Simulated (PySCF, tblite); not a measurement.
# C₅H₂F₄N₂: geometry, infrared bands and NMR shifts

Wanted: the infrared bands and NMR shifts of C₅H₂F₄N₂ (`Fc1cnnc(C(F)(F)F)c1`), by calculation.

Computed with tblite 0.8.0 and PySCF 2.14.0, with density-fitted response routines of our own, on a single molecule in the gas phase. Atoms are numbered from 0 throughout.

### Step 1. The starting structure

13 atoms, charge 0, multiplicity 1; geometry from: force field or distance geometry start.

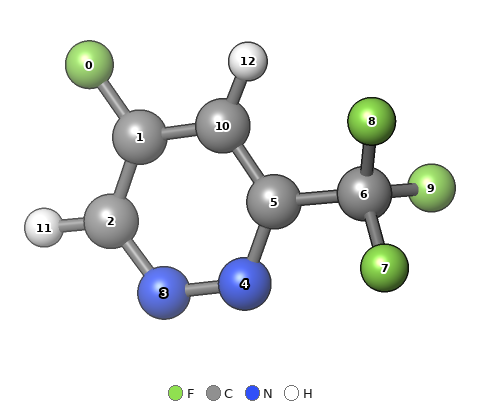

The starting geometry (fluorine green, carbon grey, nitrogen blue, hydrogen white), atoms numbered.

### Step 2. Geometry optimisation with GFN2-xTB

What the job is given:

```
{"job": {"kind": "relax", "xc": "GFN2-xTB", "basis": "xTB"}, "charge": 0, "multiplicity": 1}
F     -2.329100     1.783900     0.086300
C     -1.567200     0.693100     0.018200
C     -2.100500    -0.579200    -0.043300
N     -1.298500    -1.656700    -0.113600
N      0.034600    -1.512400    -0.082900
C      0.575300    -0.271500    -0.019800
C      2.061000    -0.141000    -0.007000
F      2.650600    -1.199500     0.675100
F      2.487500     0.999500     0.631400
F      2.613600    -0.153700    -1.261900
C     -0.198800     0.872200     0.043000
H     -3.202500    -0.680900    -0.055600
H      0.269600     1.846600     0.112300
```

Command:

```
OMP_NUM_THREADS=1 python probes_run.py task.json out
```

One launch serves the whole session: the jobs run in the order shown.

Standard output:

```text
step      E/eV     max force
  0    -991.85795    2.065
  1    -992.06411    0.716
  2    -992.09901    0.601
  3    -992.12358    0.488
  4    -992.13603    0.270
  5    -992.14282    0.209
  6    -992.14749    0.164
  7    -992.14998    0.146
  8    -992.15154    0.109
  9    -992.15278    0.099
 10    -992.15390    0.106
 11    -992.15472    0.106
 12    -992.15535    0.093
 13    -992.15606    0.082
 14    -992.15699    0.093
 15    -992.15781    0.076
 16    -992.15823    0.041
 17    -992.15840    0.037
 18    -992.15855    0.039
 19    -992.15873    0.047
 20    -992.15891    0.039
 21    -992.15902    0.022
 22    -992.15907    0.016
 23    -992.15909    0.012
 24    -992.15911    0.009
```

Run time: 0.24 s. Hardware: 1 thread of Intel Xeon Platinum 8259CL at 2.50GHz, shared host.

Relaxation path:

```
step  energy from step 0 (eV)  largest force (eV/Å)
   0                   0.0000                2.0650
   1                  -0.2062                0.7157
   2                  -0.2411                0.6015
   3                  -0.2656                0.4881
   4                  -0.2781                0.2699
   5                  -0.2849                0.2095
   6                  -0.2895                0.1638
   7                  -0.2920                0.1457
   8                  -0.2936                0.1092
   9                  -0.2948                0.0990
  10                  -0.2960                0.1063
  11                  -0.2968                0.1063
  12                  -0.2974                0.0934
  13                  -0.2981                0.0817
  14                  -0.2990                0.0926
  15                  -0.2999                0.0762
  16                  -0.3003                0.0410
  17                  -0.3005                0.0372
  18                  -0.3006                0.0393
  19                  -0.3008                0.0468
  20                  -0.3010                0.0395
  21                  -0.3011                0.0220
  22                  -0.3011                0.0161
  23                  -0.3011                0.0119
  24                  -0.3012                0.0090
```

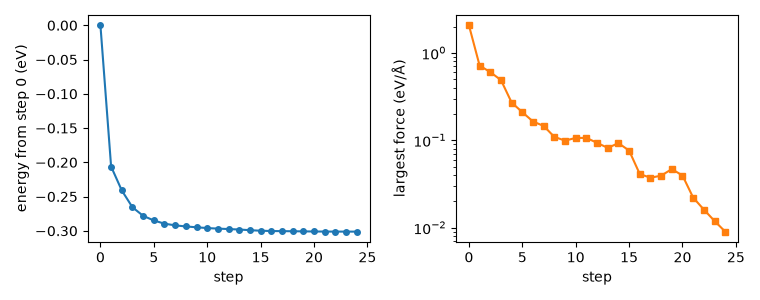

Energy and force, step by step.

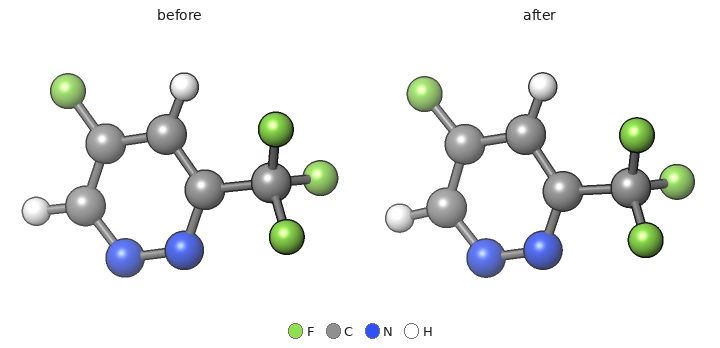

Before and after, at one scale.

Distances of close pairs at the start and the end, largest changes first:

```
  bond  before (Å)  after (Å)  change (Å)
 C6–F7       1.390      1.330      -0.061
 N3–N4       1.341      1.291      -0.051
 N4–C5       1.355      1.321      -0.034
 C6–F8       1.375      1.343      -0.032
 C6–F9       1.371      1.341      -0.030
 C2–N3       1.345      1.318      -0.028
C2–H11       1.107      1.079      -0.027
 C5–C6       1.491      1.514      +0.023
```

The final coordinates are the input of the step that follows.

### Step 3. Harmonic vibrations with GFN2-xTB

What the job is given:

```
{"job": {"kind": "ir", "xc": "GFN2-xTB", "basis": "xTB"}, "charge": 0, "multiplicity": 1}
F     -2.394931     1.773048     0.073533
C     -1.566063     0.732575     0.026300
C     -2.064235    -0.568765    -0.051842
N     -1.258374    -1.609675    -0.106098
N      0.023346    -1.460029    -0.079775
C      0.556332    -0.253862     0.002369
C      2.069249    -0.192695     0.010590
F      2.627275    -1.216872     0.648775
F      2.510570     0.929289     0.602815
F      2.561886    -0.179989    -1.237082
C     -0.196742     0.920022     0.052122
H     -3.124311    -0.771678    -0.071077
H      0.251609     1.899116     0.111642
```

Standard output:

```text
mode    cm-1     km/mol
  1       9.3      0.39
  2     109.1      2.40
  3     143.0      2.21
  4     192.1     15.64
  5     272.9      1.32
  6     299.4      0.88
  7     341.3     10.93
  8     406.0      6.48
  9     413.9      9.98
 10     473.5      4.13
 11     496.8      7.81
 12     528.5      5.08
 13     618.3      0.57
 14     627.8     33.70
 15     732.8      3.32
 16     735.4      4.67
 17     848.2     33.04
 18     905.2      0.25
 19     920.3    105.92
 20    1025.9     24.91
 21    1054.4    297.17
 22    1068.7    125.53
 23    1098.9    205.18
 24    1145.9      4.69
 25    1157.5     63.21
 26    1210.4     36.00
 27    1291.2    207.91
 28    1377.2      9.64
 29    1417.3     33.19
 30    1521.6     24.22
 31    1533.4    101.80
 32    3100.2      0.39
 33    3106.9      0.24
```

Wall time 0.69 s (1 thread of Intel Xeon Platinum 8259CL at 2.50GHz, shared host).

Which atoms move in the most intense modes:

```
cm⁻¹  km/mol                                atoms
 920   105.9  C5 18 %, F0 17 %, C10 15 %, N4 10 %
1054   297.2            C6 73 %, F9 13 %, F8 10 %
1069   125.5           C6 28 %, H12 28 %, N4 16 %
1099   205.2           C6 56 %, H12 19 %, F7 16 %
1158    63.2                    C6 34 %, H12 18 %
1210    36.0   N4 24 %, N3 21 %, C1 14 %, C5 12 %
1291   207.9   C1 25 %, C5 23 %, N3 17 %, C2 12 %
1533   101.8                    C10 38 %, C1 32 %
```

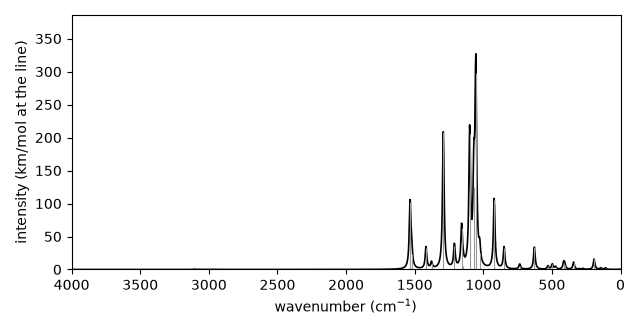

The infrared spectrum from these modes, unscaled. Lines are broadened to a width of 14 cm⁻¹ (Lorentzian).

### Step 4. NMR shieldings: PBE0/pcSseg-1

Settings changed since step 3:

```diff
@@ -1,2 +1,2 @@
-{"job": {"kind": "ir", "xc": "GFN2-xTB", "basis": "xTB"}, "charge": 0, "multiplicity": 1}
+{"job": {"kind": "nmr", "xc": "PBE0", "basis": "pcSseg-1"}, "charge": 0, "multiplicity": 1}
 F     -2.394931     1.773048     0.073533
```

Method: GIAO PBE0/pcSseg-1 NMR shielding, non-relativistic, gas phase.

Standard output:

```text
coarse grid: 13144 points
cycle   1  E = -699.5338335638  dE =  2.280e+00  |g| = 9.822e-01  |ddm| = 3.722e+00
cycle   2  E = -699.3550036960  dE =  1.788e-01  |g| = 1.479e+00  |ddm| = 1.610e+00
cycle   3  E = -699.6961034758  dE = -3.411e-01  |g| = 1.230e-01  |ddm| = 9.747e-01
cycle   4  E = -699.6973550769  dE = -1.252e-03  |g| = 9.154e-02  |ddm| = 1.586e-01
cycle   5  E = -699.6993566106  dE = -2.002e-03  |g| = 1.478e-02  |ddm| = 1.054e-01
cycle   6  E = -699.6993950690  dE = -3.846e-05  |g| = 6.750e-03  |ddm| = 1.972e-02
cycle   7  E = -699.6994052802  dE = -1.021e-05  |g| = 1.498e-03  |ddm| = 6.936e-03
cycle   8  E = -699.6994057850  dE = -5.048e-07  |g| = 6.010e-04  |ddm| = 1.894e-03
final grid: 135184 points
cycle   9  E = -699.7853346632  dE = -5.321e-05  |g| = 6.976e-03  |ddm| = 4.312e-02
cycle  10  E = -699.7853279912  dE =  6.672e-06  |g| = 9.710e-03  |ddm| = 1.515e-02
cycle  11  E = -699.7853446511  dE = -1.666e-05  |g| = 1.140e-03  |ddm| = 8.300e-03
cycle  12  E = -699.7853448710  dE = -2.199e-07  |g| = 4.897e-04  |ddm| = 1.436e-03
cycle  13  E = -699.7853449202  dE = -4.914e-08  |g| = 1.810e-04  |ddm| = 6.193e-04
cycle  14  E = -699.7853449268  dE = -6.644e-09  |g| = 4.469e-05  |ddm| = 1.888e-04
cycle  15  E = -699.7853449271  dE = -3.304e-10  |g| = 1.191e-05  |ddm| = 4.012e-05
converged SCF energy = -699.7853449271

GIAO shielding tensors (ppm)
atom      isotropic    diamagn.    paramagn.     s11        s22        s33       span
  0 F      292.952     473.797    -180.845    215.632    284.134    379.089    163.457
  1 C       14.893     254.698    -239.806    -76.255     25.380     95.553    171.808
  2 C       38.913     252.841    -213.928    -71.504     44.971    143.272    214.776
  3 N     -211.893     323.135    -535.027   -679.409   -197.867    241.598    921.007
  4 N     -184.747     323.191    -507.938   -633.020   -176.720    255.498    888.518
  5 C       28.091     257.667    -229.576    -88.497     41.644    131.126    219.624
  6 C       56.199     239.639    -183.441     44.088     56.842     67.666     23.578
  7 F      258.177     469.040    -210.863    185.148    256.742    332.642    147.494
  8 F      259.472     473.705    -214.233    182.061    246.922    349.432    167.370
  9 F      237.028     471.431    -234.404    155.182    233.206    322.694    167.512
 10 C       69.512     255.893    -186.380    -22.681     55.105    176.113    198.793
 11 H       21.958      28.180      -6.222     18.748     19.611     27.515      8.766
 12 H       24.000      31.328      -7.328     19.640     22.463     29.896     10.256
```

It took 43 s on 1 thread of Intel Xeon Platinum 8259CL at 2.50GHz, shared host; peak memory 0.85 GiB.

The references, computed at this level on geometries of the same kind, shield at (ppm): ¹H TMS 31.72, ¹³C TMS 186.9, ¹⁹F CFCl3 170.9, ¹⁵N NH3 267.7. Their shielding less the atom's gives the shift. The references are single molecules in the gas phase, so shifts against H2O, NH3, PH3, H3PO4 or CFCl3 are not on the usual liquid scales and can be off by tens of ppm. Atoms listed in one row are averaged.

```
     atoms                                          environment  σ (ppm)  δ (ppm)  δ scaled to CDCl3
        C1                     aromatic carbon bearing fluorine     14.9    172.0              166.0
        C5  substituted aromatic carbon next to a ring nitrogen     28.1    158.8              153.1
        C2                  aromatic CH next to a ring nitrogen     38.9    148.0              142.5
        C6                                           CF3 carbon     56.2    130.7              125.7
       C10                                          aromatic CH     69.5    117.4              112.7
       H11   hydrogen on an aromatic CH next to a ring nitrogen    21.96     9.76               9.31
       H12                           hydrogen on an aromatic CH    24.00     7.72               7.38
F7, F8, F9                              fluorine of a CF3 group    251.6    -80.6                  –
        F0                                        aryl fluorine    293.0   -122.0                  –
        N3                          pyridine-type ring nitrogen   -211.9    479.6                  –
        N4                          pyridine-type ring nitrogen   -184.7    452.5                  –
```

The scaled column applies a straight-line fit of computed shieldings to shifts measured in CDCl3, and one for carbons that bear F (root-mean-square error 0.16 ppm for H, 1.9 ppm for C).

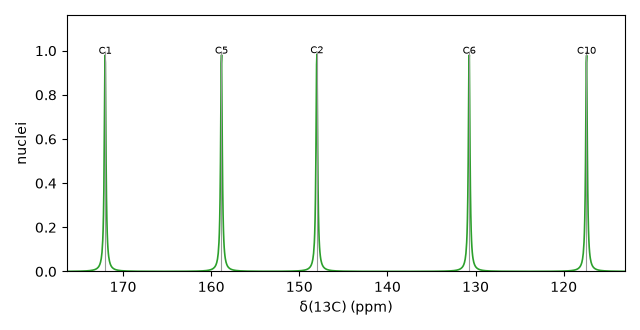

¹³C lines at the computed shifts, without couplings. Lines are broadened to a width of 0.22 ppm (Lorentzian).

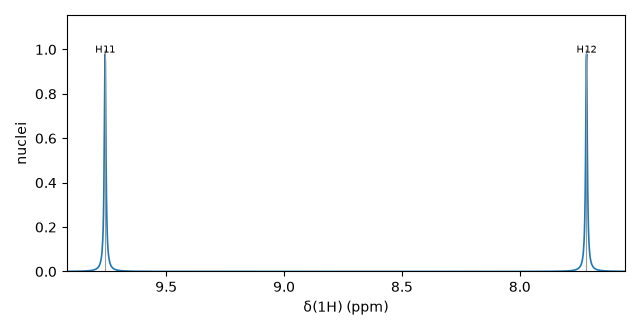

¹H lines at the computed shifts, without couplings. Lines are broadened to a width of 0.01 ppm (Lorentzian).

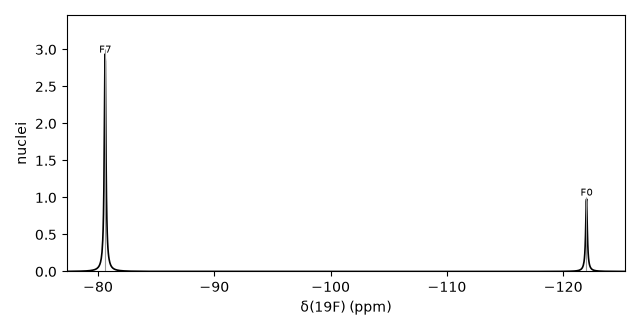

¹⁹F lines at the computed shifts, without couplings. Lines are broadened to a width of 0.17 ppm (Lorentzian).

Charges from the same density, by scheme (e):

```
     atoms  Mulliken    IAO  Hirshfeld  ESP fit
        F0     -0.25  -0.24      -0.06    -0.17
        C1      0.31   0.31       0.11     0.28
        C2      0.10  -0.06       0.01     0.25
        N3     -0.21  -0.12      -0.08    -0.29
        N4     -0.22  -0.14      -0.10    -0.33
        C5     -0.11   0.06       0.03     0.57
        C6      0.93   0.81       0.26     0.21
F7, F8, F9     -0.26  -0.27      -0.09    -0.13
       C10     -0.05  -0.18      -0.05    -0.43
```

Hirshfeld charges:

F0 -0.06; C1 0.11; C2 0.01; N3 -0.08; N4 -0.10; C5 0.03; C6 0.26; F7 -0.08; F8 -0.09; F9 -0.10; C10 -0.05; H11 0.07; H12 0.07

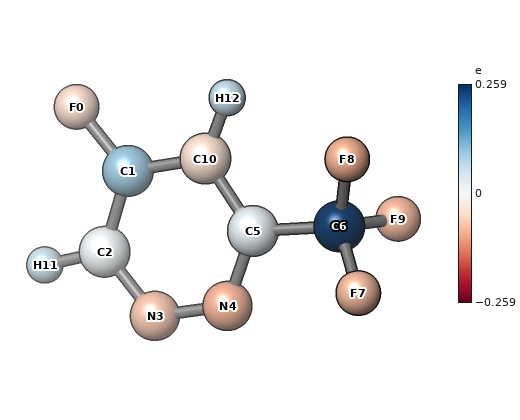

Hirshfeld charges, as colours on the atoms.

Mayer bond orders: F0–C1 0.95, C1–C2 1.31, C2–N3 1.49, N3–N4 1.34, N4–C5 1.51, C5–C6 0.96, C6–F7 1.04, C6–F8 0.99, C6–F9 1.01, C5–C10 1.24, C10–C1 1.44.

Ring of atoms C1, C2, N3, N4, C5, C10: NICS(0) -8.1, NICS(1) -11.9, NICS(1)zz -28.2 ppm (means of both faces).

### Step 5. Summary of results

| quantity | value |
| --- | --- |
| strongest single infrared mode (GFN2-xTB) | 1054 cm⁻¹, 297 km/mol |
| zero-point energy (GFN2-xTB) | 43.1 kcal/mol |
| ¹³C shifts against TMS (PBE0/pcSseg-1) | 172.0, 158.8, 148.0, 130.7, 117.4 ppm |
| ¹H shifts against TMS (PBE0/pcSseg-1) | 9.76, 7.72 ppm |
| ¹⁹F shifts against CFCl3 (PBE0/pcSseg-1, means over atoms taken as alike) | -80.6, -122.0 ppm |
| ¹⁵N shifts against NH3 (PBE0/pcSseg-1) | 479.6, 452.5 ppm |

What this shows: Relaxing lowered the energy by 0.301 eV in 24 steps; the close pair that moved most is C6–F7, from 1.390 to 1.330 Å. All 33 modes are real, so the xTB geometry is a minimum. The strongest single mode, at 1054 cm⁻¹, moves mainly C6. GFN2-xTB is a fitted tight-binding method: band positions and strengths are rough. Its intensities can rank the bands wrongly. NICS(1)zz of -28 ppm above the planar ring from C1 marks a diatropic (aromatic) ring current.
